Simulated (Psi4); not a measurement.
# wB97X-V/6-311+G(d,p) run of CH5BCl− (SMILES C[BH2-]Cl)

Aim: the vertical ionisation energy of CH5BCl− at wB97X-V/6-311+G**, from 2 runs. 

The results are computed with Psi4 1.11.

2 further runs of the same task are left out: 2 set aside as unsound or not needed.

### Step 1. The molecule

CH5BCl− has 8 atoms, charge -1, and is taken as a singlet. SMILES: `C[BH2-]Cl`. The coordinates come from a GFN2-xTB relaxation.

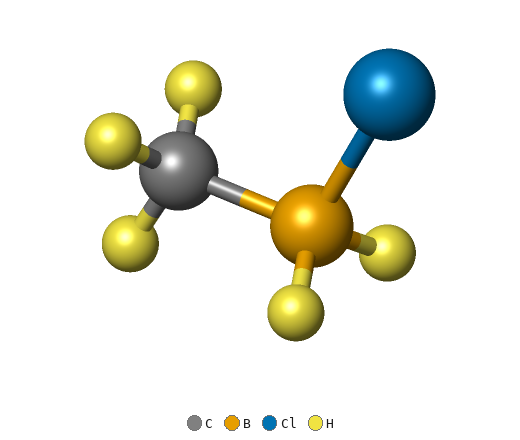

Viewed from a chosen angle; carbon grey, boron amber, chlorine blue, hydrogen yellow.

### Step 2. The energy at wB97X-V/6-311+G(d,p)

The input, job.dat:

```
memory 1600 MB

molecule {
  -1 1
  C     -0.47396221     1.53674418    -0.21951059
  B      0.08552900    -1.47377851     0.13570123
  Cl     3.57398233    -1.86251407     0.87475422
  H     -0.03412845     2.62286427     1.47975004
  H      0.61837508     2.36075926    -1.76498530
  H     -2.47191295     1.85374574    -0.64719340
  H     -1.02287096    -2.37013230     1.92069874
  H     -0.27501184    -2.66768858    -1.77919604
  units au
  symmetry c1
}

set basis 6-311+G**
set puream true
set e_convergence 1e-09
set d_convergence 1e-08
set scf_type pk
set dft_radial_points 99
set dft_spherical_points 590

energy('wb97x-v')
```

The run is started by

```sh
$ psi4 -n 1 job.dat job.out
```

job.out:

```text
[...]
  Running in c1 symmetry.
[...]
  Nuclear repulsion =   89.231483681052993
[...]
  Multiplicity = 1
[...]
  Nalpha       = 17
  Nbeta        = 17
[...]
    Number of basis functions: 104
[...]
   @RKS iter   1:  -525.94641245010814   -5.26906e-01   6.42970e-03 ADIIS/DIIS
[...]
   @RKS iter  11:  -526.19384992366940   -3.86535e-12   5.31613e-09 DIIS
[...]
    Orbital Energies [Eh]
    ---------------------
    Doubly Occupied:
       1A   -101.290852     2A    -10.046925     3A     -9.316686
       4A     -7.070610     5A     -7.065909     6A     -7.065810
       7A     -6.607726     8A     -0.713980     9A     -0.623642
      10A     -0.399137    11A     -0.323360    12A     -0.321422
      13A     -0.240217    14A     -0.236066    15A     -0.224838
      16A     -0.167085    17A     -0.160326
[...]
  @RKS Final Energy:  -526.19384992366940
   => Energetics <=
    Nuclear Repulsion Energy =             89.2314836810529926
    One-Electron Energy =                -907.5648123011994812
    Two-Electron Energy =                 321.0169545505723363
    DFT Exchange-Correlation Energy =     -29.0137122768696827
    Empirical Dispersion Energy =           0.0000000000000000
    VV10 Nonlocal Energy =                  0.1362364227744436
    Total Energy =                       -526.1938499236694042
[...]
 Multipole Moments:
 ------------------------------------------------------------------------------------
     Multipole            Electronic (a.u.)      Nuclear  (a.u.)        Total (a.u.)
 ------------------------------------------------------------------------------------
 L = 1.  Multiply by 2.5417464519 to convert [e a0] to [Debye]
 Dipole X            :          6.5481236           -6.1242231            0.4239005
 Dipole Y            :         -3.5266100            3.9847313            0.4581214
 Dipole Z            :          1.6121768           -1.5626760            0.0495008
 Magnitude           :                                                    0.6261127
[...]
```

Run time: 2.2 min. Hardware: 1 thread of AMD EPYC 7B13 (Zen 3), shared host; peak memory 0.81 GiB.

### Step 3. Doublet neutral CH5BCl at the same level

The input, ch5bcl.xyz:

```xyz
8
CH5BCl
C     -0.250810     0.813210    -0.116160
B      0.045260    -0.779890     0.071810
Cl     1.891270    -0.985600     0.462900
H     -0.018060     1.387960     0.783050
H      0.327230     1.249260    -0.933990
H     -1.308080     0.980960    -0.342480
H     -0.541280    -1.254220     1.016390
H     -0.145530    -1.411680    -0.941510
```

The input, run.py:

```python
import numpy as np
from ase.calculators.psi4 import Psi4
from ase.io import read

a = read('ch5bcl.xyz')
calc = Psi4(atoms=a, method='wb97x-v', basis='6-311+G**', memory='1600MB', num_threads=1, charge=0, multiplicity=2, label='psi4-calc', reference='uks')
calc.psi4.set_options({'puream': True, 'e_convergence': 1e-09, 'd_convergence': 1e-08, 'scf_type': 'pk', 'dft_radial_points': 99, 'dft_spherical_points': 590, 'maxiter': 200})
a.calc = calc

print(f'energy: {a.get_potential_energy():.6f} eV')
```

The run is started by

```sh
$ python run.py
```

psi4-calc.dat:

```text
[...]
  Running in c1 symmetry.
[...]
  Nuclear repulsion =   89.231483692041124
[...]
  Multiplicity = 2
[...]
  Nalpha       = 17
  Nbeta        = 16
[...]
    Number of basis functions: 104
[...]
   @UKS iter   1:  -525.84345645173426   -4.23950e-01   5.77334e-03 DIIS/ADIIS
[...]
   @UKS iter  20:  -526.03173515667822   -2.04750e-10   6.95477e-09 DIIS
[...]
   @S^2 Observed:                7.560559287E-01
[...]
    Orbital Energies [Eh]
    ---------------------
    Alpha Occupied:
       1A   -101.579890     2A    -10.235022     3A     -9.602808
       4A     -7.361305     5A     -7.354057     6A     -7.348673
       7A     -6.862053     8A     -0.989037     9A     -0.818530
      10A     -0.656857    11A     -0.549462    12A     -0.529755
      13A     -0.483761    14A     -0.478527    15A     -0.463876
      16A     -0.438050    17A     -0.404606
    Alpha Virtual:
      18A      0.051804    19A      0.065329    20A      0.072789
      21A      0.076427    22A      0.120372    23A      0.123341
      24A      0.130142    25A      0.131653    26A      0.144027
[...]
  @UKS Final Energy:  -526.03173515667822
   => Energetics <=
    Nuclear Repulsion Energy =             89.2314836920411238
    One-Electron Energy =                -899.3899591103423745
    Two-Electron Energy =                 312.8542592514744456
    DFT Exchange-Correlation Energy =     -28.8611306098689653
    Empirical Dispersion Energy =           0.0000000000000000
    VV10 Nonlocal Energy =                  0.1336116200175222
    Total Energy =                       -526.0317351566782236
[...]
 Multipole Moments:
 ------------------------------------------------------------------------------------
     Multipole            Electronic (a.u.)      Nuclear  (a.u.)        Total (a.u.)
 ------------------------------------------------------------------------------------
 L = 1.  Multiply by 2.5417464519 to convert [e a0] to [Debye]
 Dipole X            :          6.0492010           -6.1242231           -0.0750222
 Dipole Y            :         -4.0827863            3.9847313           -0.0980550
 Dipole Z            :          1.5558423           -1.5626761           -0.0068337
 Magnitude           :                                                    0.1236519
[...]
```

The script printed:

```text
energy: -14314.052606 eV
```

Wall time 4.1 min (1 thread of AMD EPYC 7B13 (Zen 3), shared host); peak memory 0.82 GiB.

### Step 4. Summary of results

At wB97X-V/6-311+G**:

| quantity | value |
| --- | --- |
| singlet CH5BCl−: total energy | -526.19385 Eh |
| singlet CH5BCl−: HOMO energy | -4.36 eV |
| singlet CH5BCl−: LUMO energy | 4.91 eV |
| singlet CH5BCl−: HOMO–LUMO gap (to an unbound level, set by the basis) | 9.28 eV |
| doublet neutral CH5BCl: total energy | -526.03174 Eh |
| doublet neutral CH5BCl: dipole moment | 0.31 D |
| doublet neutral CH5BCl: HOMO energy (highest over α and β) | -10.77 eV |
| doublet neutral CH5BCl: LUMO energy (lowest over α and β) | -4.50 eV |
| doublet neutral CH5BCl: ⟨S²⟩ | 0.756 |
| vertical detachment energy (to the doublet neutral) | 4.411 eV |

The vertical ionisation energy comes to 4.41 eV (426 kJ/mol). −ε(HOMO) before ionisation, 4.36 eV, is 0.05 eV below this ionisation energy.
